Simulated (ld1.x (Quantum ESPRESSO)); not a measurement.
**Ga: generating and testing a TM potential**

Do these settings give a usable potential? It is generated, then checked for transferability, scattering, ghosts and hardness.

Method: ld1.x (Quantum ESPRESSO) 7.5, PBE, scalar-relativistic.

## Step 1: The design

The settings as typed:

```json
{"element": "gallium (Ga, Z = 31)", "type": "norm-conserving Troullier–Martins (Kleinman–Bylander form)", "frozen core": "[Ar]", "valence charge": "13", "reference configuration": "3d10 4s2 4p1", "partial waves": "4p (bound): rc 2.55 bohr; 3d (bound): rc 0.85 bohr; 4f channel at 0.05 Ry: rc 2.15 bohr; 4s (bound): rc 1.80 bohr", "local potential": "the s channel", "core correction": "not asked for"}
```

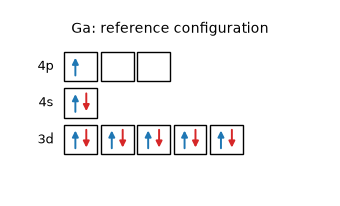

The outer shells as boxes. The arrows follow Hund's rule for the drawing; the calculation itself is spin-unpolarised.

The nodes and maxima of the atom's own shells, from an earlier all-electron run, set the scale for the radii.

All-electron outer shells of the reference configuration (PBE, scalar-relativistic, ld1.x):

```csv
shell,level (eV),outermost node (bohr),outermost maximum (bohr)
3s,-148.13,0.27,0.56
3p,-98.86,0.24,0.56
3d,-19.15,–,0.53
4s,-8.95,0.81,1.90
4p,-2.58,0.87,2.53
```

## Step 2: Generating the potential

File Ga.in:

```
 &input
   title='Ga', zed=31., rel=1, dft='PBE', iswitch=3,
   config='[Ar] 3d10 4s2 4p1 4f-2',
   nld=4, rlderiv=2.75, eminld=-3.0, emaxld=5.0, deld=0.02
 /
 &inputp
   pseudotype=2, tm=.true., lloc=0,
   nlcc=.false.,
   file_pseudopw='Ga.UPF', file_wfcaegen='ae.wfc', file_wfcncgen='nc.wfc', file_beta='beta', file_chi='chi'
 /
4
4P  2  1   1.00   0.00  2.55  2.55  0.0
3D  3  2  10.00   0.00  0.85  0.85  0.0
4F  4  3  -2.00   0.05  2.15  2.15  0.0
4S  1  0   2.00   0.00  1.80  1.80  0.0
 &test
   configts(1)='3d10 4s2 4p1'
 /
```

Launch:

```bash
ld1.x < Ga.in > Ga.out
```

The output, Ga.out (without the banner and most projector matrices):

```text
     Program LD1 v.7.5
     --------------------------- All-electron run ----------------------------

     Ga
     scalar relativistic calculation

     atomic number is 31.00
     dft =PBE   lsd =0 sic =0 latt =0  beta=0.20 tr2=1.0E-14
     Exchange-correlation= PBE
                           (   1   4   3   4   0   0   0)
     mesh =1205 r(mesh) = 101.09016 a.u. xmin = -7.00 dx = 0.01250
     1 Ry =  13.60569312 eV, c = 137.03599908

     n l     nl                  e(Ry)          e(Ha)          e(eV)
     1 0     1S 1( 2.00)      -751.8885      -375.9443    -10229.9645
     2 0     2S 1( 2.00)       -92.7792       -46.3896     -1262.3250
     2 1     2P 1( 6.00)       -80.7630       -40.3815     -1098.8366
     3 0     3S 1( 2.00)       -10.8870        -5.4435      -148.1258
     3 1     3P 1( 6.00)        -7.2660        -3.6330       -98.8592
     3 2     3D 1(10.00)        -1.4078        -0.7039       -19.1544
     4 0     4S 1( 2.00)        -0.6577        -0.3288        -8.9483
     4 1     4P 1( 1.00)        -0.1896        -0.0948        -2.5791

     final scf error:  1.8E-15 reached in  28 iterations

     Etot =   -3887.879138 Ry,   -1943.939569 Ha,  -52897.290452 eV

     Ekin =    3953.977613 Ry,    1976.988806 Ha,   53796.606017 eV
     Encl =   -9369.232565 Ry,   -4684.616282 Ha, -127474.903073 eV
     Eh   =    1678.315257 Ry,     839.157629 Ha,   22834.642352 eV
     Exc  =    -150.939443 Ry,     -75.469722 Ha,   -2053.635748 eV

     normalization and overlap integrals

     s(1S/1S) =  1.000000  <r> =   0.0486  <r2> =    0.0032  r(max) =   0.0319
     s(2S/2S) =  1.000000  <r> =   0.2178  <r2> =    0.0560  r(max) =   0.1833
     s(2P/2P) =  1.000000  <r> =   0.1907  <r2> =    0.0446  r(max) =   0.1464
     s(3S/3S) =  1.000000  <r> =   0.6518  <r2> =    0.4906  r(max) =   0.5647
     s(3P/3P) =  1.000000  <r> =   0.6791  <r2> =    0.5442  r(max) =   0.5647
     s(3D/3D) =  1.000000  <r> =   0.8106  <r2> =    0.8629  r(max) =   0.5305
     s(4S/4S) =  1.000000  <r> =   2.3423  <r2> =    6.3902  r(max) =   1.8984
     s(4P/4P) =  1.000000  <r> =   3.4262  <r2> =   14.2371  r(max) =   2.5307

     ------------------------ End of All-electron run ------------------------

     --------------------- Generating NC pseudopotential ---------------------

      Generating local pot.: lloc=0, matching radius rcloc =   1.8000

      Wfc   4P  rcut= 2.563  Using Troullier-Martins method

      Wfc   3D  rcut= 0.853  Using Troullier-Martins method

      Wfc   4F  rcut= 2.151  Using Troullier-Martins method

     ------------------- End of pseudopotential generation -------------------

     [... the all-electron block is printed once more ...]


     Computing logarithmic derivative in   2.74500
     Computing logarithmic derivative in   2.74500
     Computing the partial wave expansion
       no projector for channel:   0
     R is outside the sphere for l=    1 j= 0.00
     R is outside the sphere for l=    2 j= 0.00
     R is outside the sphere for l=    3 j= 0.00

     ---------------------- Testing the pseudopotential ----------------------

     Ga
     scalar relativistic calculation

     atomic number is 31.00   valence charge is 13.00
     dft =PBE   lsd =0 sic =0 latt =0  beta=0.20 tr2=1.0E-14
     mesh =1205 r(mesh) = 101.09016 xmin = -7.00 dx = 0.01250

     n l     nl             e AE (Ry)        e PS (Ry)    De AE-PS (Ry)
     3 2     3D   1(10.00)       -1.40782       -1.40784        0.00001
     1 0     4S   1( 2.00)       -0.65769       -0.65769        0.00000
     2 1     4P   1( 1.00)       -0.18956       -0.18956        0.00000

     eps = 8.7E-15  iter = 20

     Etot =   -3887.879138 Ry,   -1943.939569 Ha,  -52897.290452 eV
     Etotps =  -153.183603 Ry,     -76.591801 Ha,   -2084.169093 eV

     Ekin =     233.140517 Ry,     116.570258 Ha,    3172.038322 eV
     Encl =    -238.625627 Ry,    -119.312813 Ha,   -3246.667048 eV
     Ehrt =     143.762632 Ry,      71.881316 Ha,    1955.990250 eV
     Ecxc =     -20.663614 Ry,     -10.331807 Ha,    -281.142794 eV
     Epseu=    -270.797510 Ry,    -135.398755 Ha,   -3684.387823 eV

     ---------------------- End of pseudopotential test ----------------------
```

Run time: 1.7 s. Hardware: 1 thread of Neoverse-V1, shared host. (Generation and the later configuration tests together.)

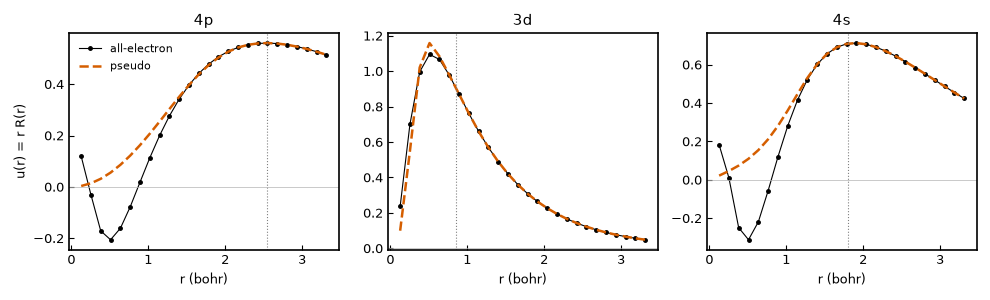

All-electron and pseudo partial waves (4p, 3d, 4s), with the matching radii dotted. The curves join 26 sampled radii, too few to resolve the innermost nodes.

## Step 3: Testing the new file in other configurations

File Ga.test.in:

```
 &input
   title='Ga', zed=31., rel=1, dft='PBE', iswitch=2,
   config='[Ar] 3d10 4s2 4p1 4f-2'
 /
 &test
   file_pseudo='Ga.UPF', nconf=8,
   configts(1)='3d10 4s2 4p1',
   configts(2)='3d10 4s2 4p0',
   configts(3)='3d10 4s1 4p0',
   configts(4)='3d10 4s0 4p0',
   configts(5)='3d10 4s1 4p2',
   configts(6)='3d10 4s0 4p3',
   configts(7)='3d10 4s2 4p1.3',
   configts(8)='3d9 4s0 4p0'
 /
```

Launch:

```bash
ld1.x < Ga.test.in > Ga.test.out
```

Ga.test.out, the pseudopotential blocks, each with the warnings that came before it:

```text
     BEWARE! Errors in PS-KS equations
     ---------------------- Testing the pseudopotential ----------------------

     Ga
     scalar relativistic calculation

     atomic number is 31.00   valence charge is 13.00
     dft =PBE   lsd =0 sic =0 latt =0  beta=0.20 tr2=1.0E-14
     mesh =1205 r(mesh) = 101.09016 xmin = -7.00 dx = 0.01250

     n l     nl             e AE (Ry)        e PS (Ry)    De AE-PS (Ry)
     3 2     3D   1(10.00)       -1.40782       -1.40784        0.00001
     1 0     4S   1( 2.00)       -0.65769       -0.65769        0.00000
     2 1     4P   1( 1.00)       -0.18956       -0.18956        0.00000

     eps = 3.3E-15  iter = 23

     Etot =   -3887.879138 Ry,   -1943.939569 Ha,  -52897.290452 eV
     Etotps =  -153.183603 Ry,     -76.591801 Ha,   -2084.169087 eV

     Ekin =     233.140516 Ry,     116.570258 Ha,    3172.038319 eV
     Encl =    -238.625627 Ry,    -119.312813 Ha,   -3246.667046 eV
     Ehrt =     143.762632 Ry,      71.881316 Ha,    1955.990247 eV
     Ecxc =     -20.663614 Ry,     -10.331807 Ha,    -281.142794 eV
     Epseu=    -270.797510 Ry,    -135.398755 Ha,   -3684.387814 eV

     ---------------------- End of pseudopotential test ----------------------

     ---------------------- Testing the pseudopotential ----------------------

     Ga
     [...]
     n l     nl             e AE (Ry)        e PS (Ry)    De AE-PS (Ry)
     3 2     3D   1(10.00)       -2.01549       -2.01195       -0.00354
     1 0     4S   1( 2.00)       -1.20034       -1.20030       -0.00004
     2 1     4P   1( 0.00)       -0.66647       -0.66643       -0.00005

     eps = 1.6E-15  iter = 21

     Etot =   -3887.461073 Ry,   -1943.730537 Ha,  -52891.602393 eV
     Etotps =  -152.765507 Ry,     -76.382753 Ha,   -2078.480607 eV
     dEtot_ae =       0.418065 Ry
     dEtot_ps =       0.418096 Ry,   Delta E=      -0.000031 Ry

     [...]
     ---------------------- End of pseudopotential test ----------------------

     ---------------------- Testing the pseudopotential ----------------------

     Ga
     [...]
     n l     nl             e AE (Ry)        e PS (Ry)    De AE-PS (Ry)
     3 2     3D   1(10.00)       -2.89274       -2.88078       -0.01196  !
     1 0     4S   1( 1.00)       -1.91606       -1.91388       -0.00218
     2 1     4P   1( 0.00)       -1.30377       -1.30255       -0.00121

     eps = 9.5E-15  iter = 18

     Etot =   -3885.908206 Ry,   -1942.954103 Ha,  -52870.474558 eV
     Etotps =  -151.213303 Ry,     -75.606652 Ha,   -2057.361802 eV
     dEtot_ae =       1.970932 Ry
     dEtot_ps =       1.970299 Ry,   Delta E=       0.000633 Ry

     [...]
     ---------------------- End of pseudopotential test ----------------------

     ---------------------- Testing the pseudopotential ----------------------

     Ga
     [...]
     n l     nl             e AE (Ry)        e PS (Ry)    De AE-PS (Ry)
     3 2     3D   1(10.00)       -3.85756       -3.83449       -0.02307  !
     1 0     4S   1( 0.00)       -2.68834       -2.67953       -0.00881  !
     2 1     4P   1( 0.00)       -1.99942       -1.99342       -0.00601  !

     eps = 8.7E-16  iter =  7

     Etot =   -3883.609747 Ry,   -1941.804873 Ha,  -52839.202424 eV
     Etotps =  -148.919831 Ry,     -74.459916 Ha,   -2026.157521 eV
     dEtot_ae =       4.269391 Ry
     dEtot_ps =       4.263772 Ry,   Delta E=       0.005620 Ry

     [...]
     ---------------------- End of pseudopotential test ----------------------

     ---------------------- Testing the pseudopotential ----------------------

     Ga
     [...]
     n l     nl             e AE (Ry)        e PS (Ry)    De AE-PS (Ry)
     3 2     3D   1(10.00)       -1.54605       -1.54418       -0.00187
     1 0     4S   1( 1.00)       -0.73819       -0.73769       -0.00050
     2 1     4P   1( 2.00)       -0.24611       -0.24609       -0.00001

     eps = 7.4E-15  iter = 30

     Etot =   -3887.398627 Ry,   -1943.699314 Ha,  -52890.752772 eV
     Etotps =  -152.703279 Ry,     -76.351640 Ha,   -2077.633957 eV
     dEtot_ae =       0.480511 Ry
     dEtot_ps =       0.480323 Ry,   Delta E=       0.000187 Ry

     [...]
     ---------------------- End of pseudopotential test ----------------------

     ---------------------- Testing the pseudopotential ----------------------

     Ga
     [...]
     n l     nl             e AE (Ry)        e PS (Ry)    De AE-PS (Ry)
     3 2     3D   1(10.00)       -1.67078       -1.66752       -0.00326
     1 0     4S   1( 0.00)       -0.80735       -0.80613       -0.00122
     2 1     4P   1( 3.00)       -0.29537       -0.29527       -0.00010

     eps = 5.1E-15  iter = 14

     Etot =   -3886.896388 Ry,   -1943.448194 Ha,  -52883.919461 eV
     Etotps =  -152.201790 Ry,     -76.100895 Ha,   -2070.810850 eV
     dEtot_ae =       0.982750 Ry
     dEtot_ps =       0.981812 Ry,   Delta E=       0.000937 Ry

     [...]
     ---------------------- End of pseudopotential test ----------------------

     ---------------------- Testing the pseudopotential ----------------------

     Ga
     [...]
     n l     nl             e AE (Ry)        e PS (Ry)    De AE-PS (Ry)
     3 2     3D   1(10.00)       -1.26683       -1.26725        0.00042
     1 0     4S   1( 2.00)       -0.52577       -0.52577        0.00000
     2 1     4P   1( 1.30)       -0.07511       -0.07512        0.00001

     eps = 8.1E-15  iter = 19

     Etot =   -3887.918382 Ry,   -1943.959191 Ha,  -52897.824395 eV
     Etotps =  -153.222852 Ry,     -76.611426 Ha,   -2084.703105 eV
     dEtot_ae =      -0.039244 Ry
     dEtot_ps =      -0.039250 Ry,   Delta E=       0.000006 Ry

     [...]
     ---------------------- End of pseudopotential test ----------------------

     Warning: n=3, l=2 expected 0 nodes, found 1
     ---------------------- Testing the pseudopotential ----------------------

     Ga
     [...]
     n l     nl             e AE (Ry)        e PS (Ry)    De AE-PS (Ry)
     3 2     3D   1( 9.00)       -5.56487       -5.64824        0.08337  !
     1 0     4S   1( 0.00)       -3.74360       -3.72771       -0.01589  !
     2 1     4P   1( 0.00)       -2.94776       -2.92699       -0.02077  !

     eps = 1.0E-15  iter =  9

     Etot =   -3878.914899 Ry,   -1939.457449 Ha,  -52775.325765 eV
     Etotps =  -144.197644 Ry,     -72.098822 Ha,   -1961.908895 eV
     dEtot_ae =       8.964239 Ry
     dEtot_ps =       8.985958 Ry,   Delta E=      -0.021719 Ry

     [...]
     ---------------------- End of pseudopotential test ----------------------
```

Excitation and ionisation energies from 3d10 4s2 4p1, with the error of the potential. A star marks tests that logged a warning.

| valence configuration | charge | ΔE all-electron (eV) | error AE − PS (meV) |
| --- | --- | --- | --- |
| 3d10 4s2 4p0 | +1 | 5.688 | -0.4 |
| 3d10 4s1 4p0 | +2 | 26.816 | +8.6 |
| 3d10 4s0 4p0 | +3 | 58.088 | +76 |
| 3d10 4s1 4p2 | 0 | 6.538 | +2.5 |
| 3d10 4s0 4p3 | 0 | 13.371 | +13 |
| 3d10 4s2 4p1.3 | -0.3 | -0.534 | +0.1 |
| 3d9 4s0 4p0 * | +4 | 121.965 | -296 |

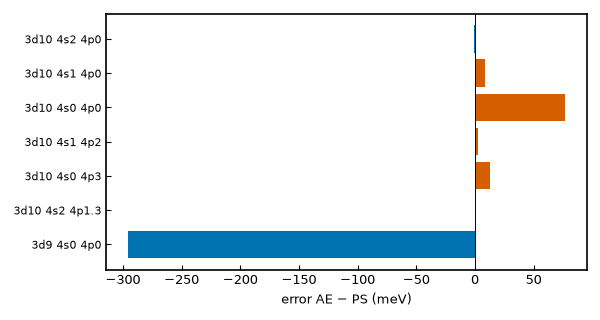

Error of the potential in each test configuration.

## Step 4: Does it scatter like the atom?

Taken from the files of the generation run. The phase is arctan(r·u′/u) with u = r·R, unwrapped, with energies in Ry. A pole is an energy at which the radial function vanishes at the test radius. The pseudo phase is shifted by a multiple of π to meet the all-electron one at the reference energy. Levels narrower than the energy grid can be missing from the poles. The last column is the largest difference on the grid between −1 and +1 Ry.

```tsv
channel	radius (bohr)	reference (Ry)	poles AE	poles PS	window around the reference with phases within 0.05 rad (Ry)	largest difference near zero (rad)
s	2.75	-0.66	0.23	0.23	below 2.2	0.004
p	2.75	-0.19	1.26	1.25	below 4.3	0.001
d	2.75	-1.41	-1.38, 3.11	-1.38, 3.71	below 0.4	0.191
f	2.75	0.05	4.38	4.42	the whole range	0.000
```

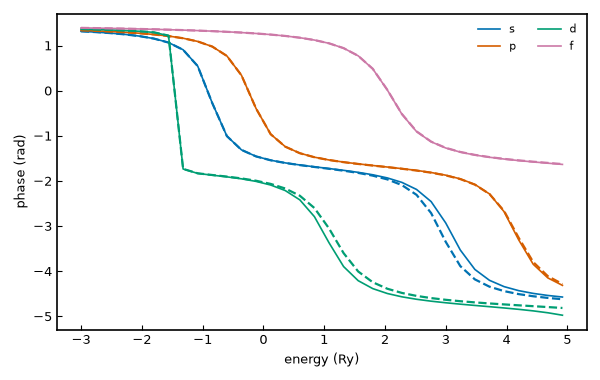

Phases by channel: all-electron solid, pseudo dashed.

## Step 5: Plane-wave convergence, by spherical Bessel functions

This step uses the generator's waves and projectors in a separate script. Basis: spherical Bessel functions vanishing at 20 bohr, q² up to the cutoff; potential fixed at the reference.

All-electron valence levels (Ry): 4p -0.1896, 3d -1.4078, 4s -0.6577. The lowest levels of each channel (Ry) by cutoff; the last column sums, over occupied levels, occupation times the distance from the level at 400 Ry. A positive value at high cutoff is not a bound level.

```
cutoff (Ry)     p #1     d #1    f #1     s #1  Σ f·Δε (mRy)
          8  -0.1876   0.0473  0.1018  -0.6311       14603.1
         15  -0.1895   0.0473  0.1018  -0.6533       14556.5
         25  -0.1895   0.0473  0.1018  -0.6549       14553.4
         40  -0.1895   0.0472  0.1018  -0.6575       14547.6
         55  -0.1895   0.0471  0.1018  -0.6576       14546.3
         90  -0.1895   0.0460  0.1018  -0.6577       14535.2
        120  -0.1895  -0.1911  0.1018  -0.6577       12164.6
        180  -0.1895  -1.2172  0.1018  -0.6577        1903.1
        260  -0.1895  -1.4023  0.1018  -0.6577          52.7
        300  -0.1895  -1.4072  0.1018  -0.6577           3.3
        400  -0.1895  -1.4075  0.1018  -0.6577           0.0
```

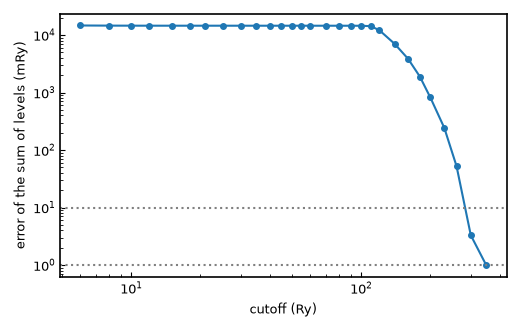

Occupation-weighted error of the valence levels against the cutoff; the dotted lines mark 10 and 1 mRy.

The sum stays within 10 mRy from 300 Ry and within 1 mRy only somewhere over 300 Ry. The sum leaves out empty levels, which can need more. Ghost test: no level below the all-electron spectrum of its channel (p, d, f, s tested).

## Step 6: What came out

| quantity | value |
| --- | --- |
| cutoffs for 10 and 1 mRy, occupied levels | 300 Ry and over 300 Ry |
| bound ghosts | none found |
| largest test error (AE − PS) | -296 meV, for 3d9 4s0 4p0 (one of 2 tests with a warning) |
| largest phase difference near zero energy, channels read | 0.191 rad |

In words: The worst unpolarised test, 3d9 4s0 4p0, is off by 296 meV on 122.0 eV; by total energies transferability rates as fair for so large an energy. That test lies far up in energy; among those under 40 eV, nearer to bonding, the largest error is 13 meV. It counts as very hard, with 300 Ry needed at the looser tolerance. The tighter tolerance needs over 300 Ry, and converged work needs a cutoff nearer that. The slowest occupied level is 3d: taken alone it needs 300 Ry to come within 1 mRy, against 35 Ry for 4s. No bound ghost shows below the valence levels. Near zero energy the largest phase difference among the channels read is 0.19 rad, in the d channel.
